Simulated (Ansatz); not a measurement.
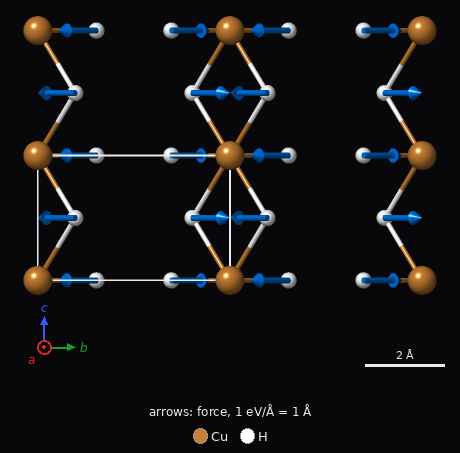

Starting geometry of crystalline CuH$_{4}$ (a generated structure, set up in Cmmm) (coarse preliminary run) with the computed forces as blue arrows. Style: ball-and-stick. Shown: the cell of the calculation, repeated 1 × 2 × 2 with one cell outlined, along the a axis.

All numbers below come from DFT PBE, scalar-relativistic, plane waves, PAW (Ansatz 0.2.0).

The input:
```yaml
crystal:
  lattice:
    - [3.48118707, -3.48118707, 0.0]
    - [3.48118707, 3.48118707, 0.0]
    - [0.0, 0.0, 3.20004228]
  atoms:
    - { symbol: Cu, position: [0.0, 0.0, 0.0] }
    - { symbol: H, position: [0.695, 0.305, 0.0] }
    - { symbol: H, position: [0.305, 0.695, 0.0] }
    - { symbol: H, position: [0.805, 0.805, 0.5] }
    - { symbol: H, position: [0.195, 0.195, 0.5] }
basis:
  ecutwfc: 420
kpoints:
  mp_grid: { grid: [4, 4, 6] }
hamiltonian:
  xc: pbe
scf:
  occupations: { method: gaussian, width: 0.1 }
  lower_state_search: "off"
output:
  forces: true
  stress: true
  eigenvalues: true
relax:
  adjacent_minimum: "off"
  f_tol: 0.04
  max_steps: 70
  cell: { stress_tol: 0.4 }
```

Command:
```bash
ansatz run input.yaml --threads 1 --pin off --max-ram 2048MiB --backend cpu --events-out ev --progress --plain --runs-dir out
```

Is this structure relaxed? If not, where do the atoms go?

Answer. It isn't relaxed: the largest force vector, on H atoms, is 1.39 eV/Å. The atoms end up moving mostly along the starting forces (cosine between the two patterns 0.95). The energy falls by 767 meV per atom in 10 accepted moves (11 points after the start). Largest force component: 1.4 eV/Å at the start, 0.0049 eV/Å at the end. The pressure goes from −13.92 to −0.13 GPa. At 1 point the geometry stayed and the basis and grid were re-selected for the new cell (energy shift of 1.8 meV per atom at most each time). The largest moves relative to the cell, 0.29 Å, are those of H2 and H3. H3 goes along [−1 1 0]. Cu stays in place. Cell: a = b 4.923 → 4.354 Å (−11.6 %), c 3.200 → 2.409 Å (−24.7 %), γ 90.0° → 85.9°. Volume −41.3 %. Among the contacts that change: Cu1–Cu1 3.200 → 2.409 Å, Cu1–H2 2.124 → 1.519 Å, Cu1–H4 2.098 → 1.634 Å. The space group stays Cmmm (No. 65). The run took 15 s on 1 thread of Intel(R) Xeon(R) 6975P-C (Granite Rapids) (shared host), peak memory 0.42 GiB.
